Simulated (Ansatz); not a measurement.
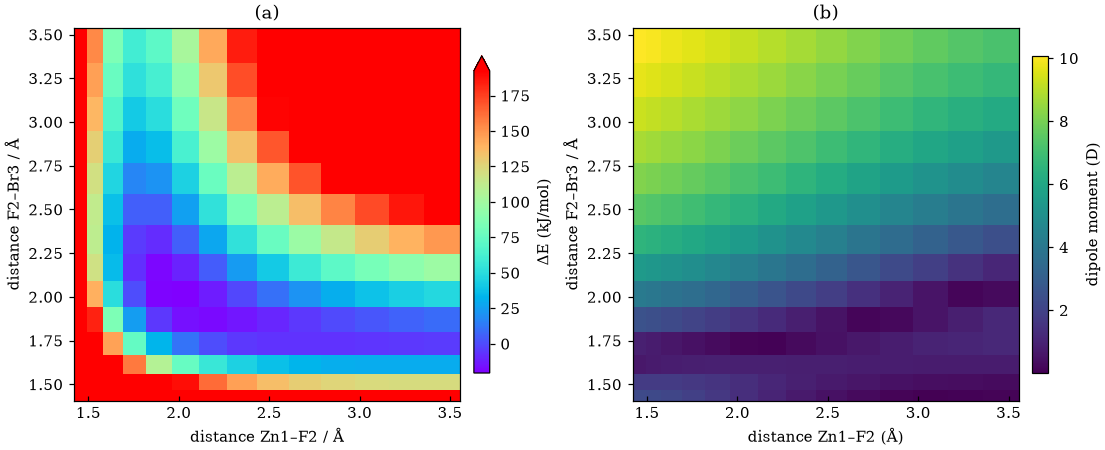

The system Zn + FBr. The first coordinate is: distance Zn1–F2; the second: distance F2–Br3. Nothing is relaxed (the angle Zn1–F2–Br3 is fixed at 180 degrees). The scan uses a 14 × 14 grid. All energies are given in kJ/mol relative to Zn far from the relaxed FBr (each part in its own basis). The reference is spin-restricted, so regions where a bond is pulled apart into radicals lie too high. All numbers below come from RKS PBE0-D4/def2-TZVPD in Ansatz 0.2.0.

Panel (a) is the energy; panel (b) is the computed dipole moment, in D.

The picture shows one coloured cell a grid point, one colour for all values above the top of the scale.

> How does the dipole moment vary over the map, and what is it at the lowest grid point?

Leaving out the highest fifth of the energies, it runs from 0.0 D at distance Zn1–F2 = 3.066 Å, distance F2–Br3 = 1.440 Å to 10.0 D at distance Zn1–F2 = 1.527 Å, distance F2–Br3 = 3.440 Å. At the lowest grid point, distance Zn1–F2 = 2.034 Å, distance F2–Br3 = 2.018 Å, it is 3.0 D.
